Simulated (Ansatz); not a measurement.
# C2H2 (acetylene): methods side by side

The species is C2H2 (4 atoms), meant as a singlet with charge 0. SMILES: `C#C`. The shape was relaxed beforehand at r2SCAN/def2-SVP.

```xyz
4

C     0.1574   -0.5487    0.2029
C    -0.1574    0.5487   -0.2029
H     0.4367   -1.5223    0.5627
H    -0.4367    1.5223   -0.5627
```

Quantity: the dissociation energy of the C2–C1 bond into doublet CH and doublet CH (shapes relaxed at r2SCAN/def2-SVP, no zero-point term), in eV. The values are calculated.

| level | kind | program | value (eV) |
| --- | --- | --- | --- |
| HF/def2-TZVPP | Hartree–Fock | Ansatz | 7.59 |
| SVWN5/def2-TZVPP | LDA | Ansatz | 11.93 |
| PBE/def2-TZVPP | GGA | Ansatz | 10.64 |
| r2SCAN/def2-TZVPP | meta-GGA | Ansatz | 10.26 |
| B3LYP/def2-TZVPP | global hybrid | Ansatz | 10.06 |
| CAM-B3LYP/def2-TZVPP | range-separated hybrid | Ansatz | 10.15 |
| B2PLYP/def2-TZVPP | double hybrid | Ansatz | 10.28 |
| MP2/def2-TZVPP | perturbation theory | Ansatz | 11.00 |
| CCSD(T)/def2-TZVPP | coupled cluster or CI | Ansatz | 10.01 |

The values span 7.59 to 11.93 eV. Spin contamination of the reference (⟨S²⟩ at least 0.1 too high) touches HF/def2-TZVPP, r2SCAN/def2-TZVPP, B2PLYP/def2-TZVPP, MP2/def2-TZVPP, CCSD(T)/def2-TZVPP. Hartree–Fock misses the correlation of the electron pair that is broken and comes out low. Measured bond enthalpies also hold zero-point and thermal terms, a few tenths of an eV less. The coupled-cluster rows rest on a doubtful reference here (large T1 or Brueckner and Hartree–Fock orbitals at odds), and rows may lie in different states.

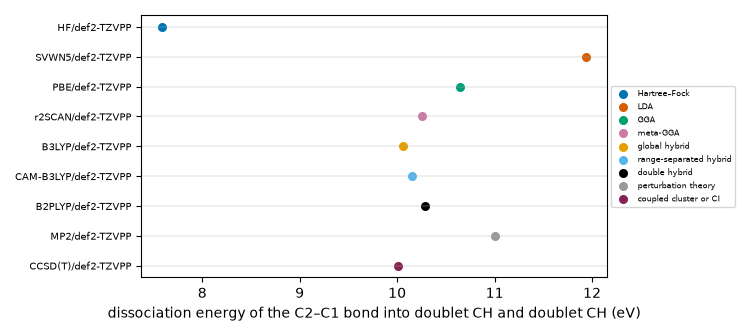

The values of the table, level by level.
